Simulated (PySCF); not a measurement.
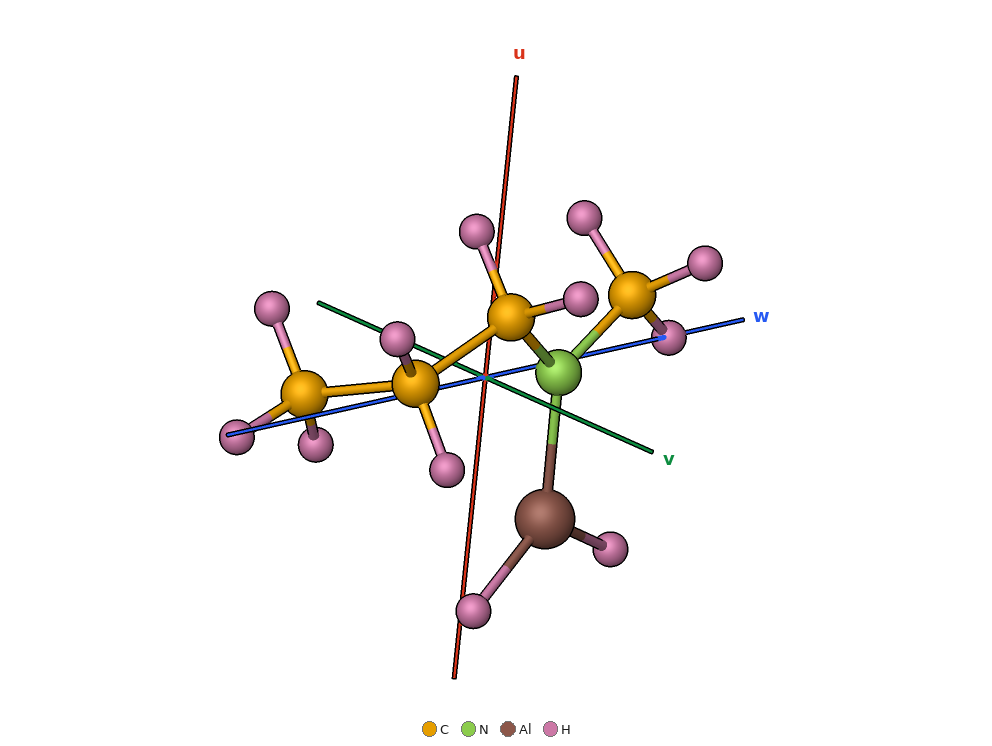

The lines u, v and w are the principal axes of the static dipole polarisability. Computed geometry: PBE0-D3(BJ)/def2-SVP optimisation. No frequency run is at hand to confirm it as a minimum. Level of theory: ωB97X-D/def2-SVPD in chloroform (IEF-PCM) (PySCF 2.14.0).

Question: Along which axis is the molecule most polarisable, and along which least?

Answer: Most along u, least along v.

Question: Give the three principal values.

Answer: u 118.9, v 95.5, w 113.6 bohr³; mean 109.3, anisotropy 21.3 bohr³.
